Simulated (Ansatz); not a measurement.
**C2HF2 (SMILES [CH]=C(F)F) at UB2PLYP/aug-cc-pVDZ**

What is the electronic atomisation energy of C2HF2 at UB2PLYP/aug-cc-pVDZ? 

The results are computed with Ansatz 0.2.0.

39 further runs of the same task are left out: 39 set aside as unsound or not needed.

## 1. The structure to begin with

C2HF2 has 5 atoms, charge 0, and is taken as a doublet. As SMILES, `[CH]=C(F)F`. The coordinates come from a PBE0-D4/def2-TZVP relaxation.

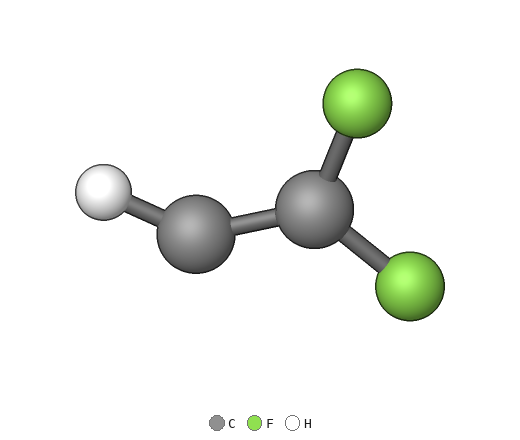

Viewed from a chosen angle; carbon grey, fluorine green, hydrogen white.

## 2. The energy at UB2PLYP/aug-cc-pVDZ

File input.yaml:

```yaml
crystal:
  periodic: [false, false, false]
  atoms:
    - {symbol: C, position_ang: [-0.028200, 0.912700, -0.014900]}
    - {symbol: C, position_ang: [0.163600, -0.366100, 0.124600]}
    - {symbol: F, position_ang: [1.043800, -0.911700, 0.932500]}
    - {symbol: F, position_ang: [-0.492600, -1.313200, -0.520300]}
    - {symbol: H, position_ang: [-0.636600, 1.604500, -0.563400]}
basis:
  gaussian: {orbitals: aug-cc-pVDZ}
magnetization: {spin_polarized: true, initial_magnetization: 1}
hamiltonian: {xc: {name: B2PLYP}}
correlation: {frozen_orbitals: {C: 1, F: 1, H: 0}}
accuracy: high
output: {orbitals: {seedname: orbitals}}
```

Started as:

```sh
$ ansatz run input.yaml --threads 1 --pin off --max-ram 3480MiB --events-out events.jsonl --progress --plain --runs-dir runs
```

What it wrote:

```text
Warning: RAYON_NUM_THREADS=1 ignored (pool sized by the plan → 1); use --threads N
Functional definition: B2PLYP
  name "B2PLYP"
  parameter a = 0.53
  parameter c = 0.27
  exchange = (1 - a)*b88_x + a*exact_x
  correlation = (1 - c)*lyp_c + c*(mp2_os + mp2_ss)
1989 factors; integrals over basis functions are off by at most 2.4e-9 eV
mean field evaluation 1: about -7507.6577 eV, gradient 2.2e1 eV
mean field evaluation 2: about -7507.6952 eV, gradient 2.2e1 eV
mean field evaluation 4: about -7509.8531 eV, gradient 2.9e0 eV
mean field evaluation 8: about -7509.9175 eV, gradient 2.9e-1 eV
mean field evaluation 16: about -7509.9224 eV, gradient 4.1e-3 eV
mean field evaluation 32: about -7509.9224 eV, gradient 2.8e-7 eV
mean field -7509.92243388 eV, -275.9845590370 hartree, gradient 6.9e-8 eV, S^2 0.773184; 0 other end points of the search recorded, 0 dependent functions left out
4 core orbitals not correlated: weight in the atoms' cores, before any rotation towards them, 1.000 or more for the frozen orbitals, at most 0.000 for the correlated occupied ones
reference -7509.92245926 eV, -275.9845599695 hartree; 12, 11 occupied and 85, 86 virtual orbitals, 1989 factors
second order -21.06734698 eV of doubles, -0.00000000 eV of singles
Total energy: -7515.61064294 eV, -276.1935968643 hartree
```

Wall time 14 s (1 thread of Arm Neoverse V2, shared host); peak memory 0.39 GiB.

## 3. The C atom, same level

File job.yaml:

```yaml
crystal:
  periodic: [false, false, false]
  atoms:
    - {symbol: C, position_ang: [0.000000, 0.000000, 0.000000]}
basis:
  gaussian:
    orbitals: aug-cc-pVDZ
hamiltonian:
  xc: {name: B2PLYP}
correlation:
  frozen_orbitals: {C: 1}
magnetization:
  spin_polarized: true
  initial_magnetization: 2
accuracy: high
```

Started as:

```sh
$ ansatz run job.yaml --threads 1 --pin off --max-ram 3480MiB --events-out events.jsonl --progress --plain --runs-dir runs
```

What it wrote, shortened:

```text
Warning: RAYON_NUM_THREADS=1 ignored (pool sized by the plan → 1); use --threads N
[... 6 set-up lines as earlier in the session ...]
195 factors; integrals over basis functions are off by at most 2.5e-9 eV
mean field evaluation 1: about -1028.4789 eV, gradient 3.9e0 eV
mean field evaluation 2: about -1028.4799 eV, gradient 3.8e0 eV
mean field evaluation 4: about -1028.5947 eV, gradient 1.3e-1 eV
mean field evaluation 8: about -1028.5946 eV, gradient 2.6e-3 eV
mean field -1028.59464303 eV, -37.8001559247 hartree, gradient 2.5e-8 eV, S^2 2.005481; 0 other end points of the search recorded, 0 dependent functions left out
1 core orbitals not correlated: weight in the atoms' cores, before any rotation towards them, 1.000 or more for the frozen orbitals, at most 0.000 for the correlated occupied ones
reference -1028.59465937 eV, -37.8001565255 hartree; 3, 1 occupied and 19, 21 virtual orbitals, 195 factors
second order -1.84127832 eV of doubles, -0.00000000 eV of singles
Total energy: -1029.09180452 eV, -37.8184262726 hartree
```

It took 0.34 s on 1 thread of Arm Neoverse V2, shared host.

## 4. The F atom, same level

File in.yaml:

```yaml
crystal:
  periodic: [false, false, false]
  atoms:
    - symbol: F
      position_ang: [0.000000, 0.000000, 0.000000]
basis:
  gaussian: {orbitals: aug-cc-pVDZ}
accuracy: high
correlation: {frozen_orbitals: {F: 1}}
hamiltonian: {xc: {name: B2PLYP}}
magnetization: {spin_polarized: true, initial_magnetization: 1}
```

Run the same way, it converges to -99.67564 Eh (log not shown).

## 5. The H atom, same level

File in.yaml:

```yaml
crystal:
  periodic: [false, false, false]
  atoms:
    - {symbol: H, position_ang: [0.000000, 0.000000, 0.000000]}
basis:
  gaussian:
    orbitals: aug-cc-pVDZ
magnetization:
  spin_polarized: true
  initial_magnetization: 1
hamiltonian:
  xc: {name: B2PLYP}
correlation:
  frozen_orbitals: {H: 0}
accuracy: high
```

Started as:

```sh
$ ansatz run in.yaml --threads 1 --pin off --max-ram 3480MiB --events-out events.jsonl --progress --plain --runs-dir runs
```

What it wrote, shortened:

```text
Warning: RAYON_NUM_THREADS=1 ignored (pool sized by the plan → 1); use --threads N
[... 6 set-up lines as earlier in the session ...]
42 factors; integrals over basis functions are off by at most 4.4e-8 eV
mean field evaluation 1: about -13.5407 eV, gradient 9.2e-1 eV
mean field evaluation 2: about -13.5404 eV, gradient 9.1e-1 eV
mean field evaluation 4: about -13.5553 eV, gradient 3.5e-3 eV
mean field evaluation 8: about -13.5553 eV, gradient 9.5e-5 eV
mean field -13.55531301 eV, -0.4981485651 hartree, gradient 2.5e-8 eV, S^2 0.750000; 0 other end points of the search recorded, 0 dependent functions left out
reference -13.55533207 eV, -0.4981492655 hartree; 1, 0 occupied and 8, 9 virtual orbitals, 42 factors
second order 0.00000000 eV of doubles, -0.00000000 eV of singles
Total energy: -13.55533207 eV, -0.4981492655 hartree
```

Run time: 0.14 s. Hardware: 1 thread of Arm Neoverse V2, shared host.

## 6. Summary of results

At UB2PLYP/aug-cc-pVDZ, 4 core orbitals frozen:

| quantity | value |
| --- | --- |
| molecule: total energy | -276.19360 Eh |
| molecule: HOMO energy (SCF part's orbitals) (highest over α and β) | -8.99 eV |
| molecule: LUMO energy (SCF part's orbitals) (lowest over α and β) | -1.54 eV |
| molecule: ⟨S²⟩ | 0.773 |
| C atom: total energy | -37.81843 Eh |
| C atom: ⟨S²⟩ | 2.005 |
| F atom: total energy | -99.67564 Eh |
| F atom: ⟨S²⟩ | 0.752 |
| H atom: total energy | -0.49815 Eh |
| H atom: ⟨S²⟩ | 0.750 |
| electronic atomisation energy | 19.247 eV |

**Reading.** Taking the molecule apart into free atoms costs 19.25 eV (1857 kJ/mol), before zero-point energy and without spin-orbit coupling.
